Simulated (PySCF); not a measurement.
Molecule: borohydride, SMILES [BH4-] (charge -1). Atoms near the plane z = 0.0 Å, at the PBE0/def2-SVP optimised geometry (x, y, z in Å): B1 (-0.4, -0.3, 0.0), H2 (-0.8, 0.9, 0.0), H3 (-0.8, -0.9, 1.0), H4 (0.8, -0.3, 0.0), H5 (-0.8, -0.9, -1.0).

Calculation: PBE0/def2-TZVPD (PySCF). Cells within 0.4 Å of a nucleus heavier than hydrogen are left out (blank, or x). The values are rescaled to run from 0 to 1.

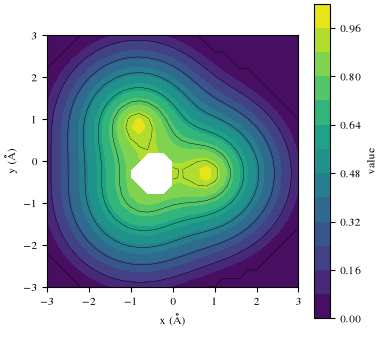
Figure: a field on the plane z = 0.0 Å.

Which quantity is mapped?
(A) deformation density (molecule minus spherical neutral atoms)
(B) an orbital amplitude
(C) Laplacian of the electron density
(D) log10 of the electron density

D, log10 of the electron density. In full: log10 of the electron density (e/bohr³), floored at −4.
